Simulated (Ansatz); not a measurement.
**GaSiH4O (SMILES [SiH3][O][GaH]): UBLYP/cc-pVDZ**

Aim: the vertical ionisation energy of GaSiH4O at UBLYP/cc-pVDZ, from 2 runs. 

Program for the calculation: Ansatz 0.2.0.

72 further runs of the same task are left out: 72 set aside as unsound or not needed.

**1. Starting point**

The species is GaSiH4O (7 atoms), meant as a doublet with charge 0. SMILES: `[SiH3][O][GaH]`. The coordinates come from a PBE0-D4/def2-TZVP relaxation. This is one conformer, not always the lowest.

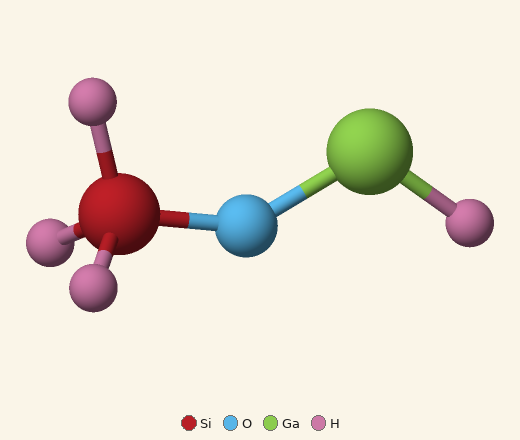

Viewed from a chosen angle; silicon red, oxygen blue, gallium green, hydrogen pink.

**2. A single-point energy at UBLYP/cc-pVDZ**

File job.yaml:

```yaml
crystal:
  periodic: [false, false, false]
  atoms:
    - symbol: Si
      position_ang: [-0.907100, 0.576700, -0.244500]
    - symbol: O
      position_ang: [0.281700, -0.375400, 0.340400]
    - symbol: Ga
      position_ang: [1.972300, -0.895800, 0.047800]
    - symbol: H
      position_ang: [-2.099000, -0.248300, -0.578700]
    - symbol: H
      position_ang: [-0.473700, 1.297400, -1.475800]
    - symbol: H
      position_ang: [-1.295700, 1.586500, 0.776300]
    - symbol: H
      position_ang: [2.521500, -1.941000, 1.134400]
basis:
  gaussian: {orbitals: cc-pVDZ}
total_charge: 0
magnetization: {spin_polarized: true, initial_magnetization: 1}
hamiltonian: {xc: {name: BLYP}}
accuracy: high
output: {orbitals: {seedname: orbitals}}
```

The run is started by

```bash
$ ansatz run job.yaml --threads 1 --pin off --max-ram 3480MiB --events-out events.jsonl --progress --plain --runs-dir runs
```

The log of the run:

```text
Warning: RAYON_NUM_THREADS=1 ignored (pool sized by the plan → 1); use --threads N
Functional definition: BLYP
  name "BLYP"
  parameter beta = 0.0042
  parameter a = 0.04918
  parameter b = 0.132
  parameter c = 0.2533
  parameter d = 0.349
  exchange = b88_x(beta = beta)
  correlation = lyp_c(a = a, b = b, c = c, d = d)
1787 factors; integrals over basis functions are off by at most 4.7e-9 eV
mean field evaluation 1: about -62360.2591 eV, gradient 4.5e1 eV
mean field evaluation 2: about -62246.5669 eV, gradient 1.4e2 eV
mean field evaluation 4: about -62367.8364 eV, gradient 7.8e0 eV
mean field evaluation 8: about -62368.3339 eV, gradient 5.3e-1 eV
mean field evaluation 16: about -62368.3353 eV, gradient 1.4e-4 eV
mean field -62368.33527077 eV, -2291.9940464248 hartree, gradient 7.5e-8 eV, S^2 0.752750; 0 other end points of the search recorded, 0 dependent functions left out
reference -62368.33532484 eV, -2291.9940484118 hartree; 29, 28 occupied and 50, 51 virtual orbitals, 1787 factors
Total energy: -62368.33532484 eV, -2291.9940484118 hartree
```

Run time: 11 s. Hardware: 1 thread of Arm Neoverse V1, shared host; peak memory 0.25 GiB.

**3. The singlet cation, same level**

job.yaml, as its differences from that of step 2:

```diff
@@ -18,6 +18,7 @@
 basis:
-  gaussian: {orbitals: cc-pVDZ}
-total_charge: 0
-magnetization: {spin_polarized: true, initial_magnetization: 1}
-hamiltonian: {xc: {name: BLYP}}
+  gaussian:
+    orbitals: cc-pVDZ
+total_charge: 1
+hamiltonian:
+  xc: {name: BLYP}
 accuracy: high
```

The run is started by

```bash
$ ansatz run job.yaml --threads 1 --pin off --max-ram 3480MiB --events-out events.jsonl --progress --plain --runs-dir runs
```

The log of the run:

```text
Warning: RAYON_NUM_THREADS=1 ignored (pool sized by the plan → 1); use --threads N
Functional definition: BLYP
  name "BLYP"
  parameter beta = 0.0042
  parameter a = 0.04918
  parameter b = 0.132
  parameter c = 0.2533
  parameter d = 0.349
  exchange = b88_x(beta = beta)
  correlation = lyp_c(a = a, b = b, c = c, d = d)
1784 factors; integrals over basis functions are off by at most 4.7e-9 eV
mean field evaluation 1: about -62338.8979 eV, gradient 1.0e2 eV
mean field evaluation 2: about -62134.1949 eV, gradient 2.1e2 eV
mean field evaluation 4: about -62355.7013 eV, gradient 3.3e1 eV
mean field evaluation 8: about -62360.3655 eV, gradient 1.2e0 eV
mean field evaluation 16: about -62360.3617 eV, gradient 8.6e-5 eV
mean field -62360.36168259 eV, -2291.7010224638 hartree, gradient 7.5e-8 eV, S^2 0.000000; 0 other end points of the search recorded, 0 dependent functions left out
reference -62360.36173839 eV, -2291.7010245146 hartree; 28, 28 occupied and 51, 51 virtual orbitals, 1784 factors
Total energy: -62360.36173839 eV, -2291.7010245146 hartree
```

It took 7.2 s on 1 thread of Arm Neoverse V1, shared host; peak memory 0.2 GiB.

**4. Results**

Level: UBLYP/cc-pVDZ.

| quantity | value |
| --- | --- |
| doublet GaSiH4O: total energy | -2291.99405 Eh |
| doublet GaSiH4O: HOMO energy (highest over α and β) | -4.80 eV |
| doublet GaSiH4O: LUMO energy (lowest over α and β) | -3.76 eV |
| doublet GaSiH4O: ⟨S²⟩ | 0.753 |
| singlet cation: total energy | -2291.70102 Eh |
| singlet cation: HOMO energy | -11.97 eV |
| singlet cation: LUMO energy | -11.04 eV |
| singlet cation: HOMO–LUMO gap | 0.93 eV |
| vertical ionisation energy (to the singlet cation) | 7.974 eV |

What this shows: The vertical ionisation energy comes to 7.97 eV (184 kcal/mol). Only the singlet of the ionised species was computed; a triplet could lie lower.
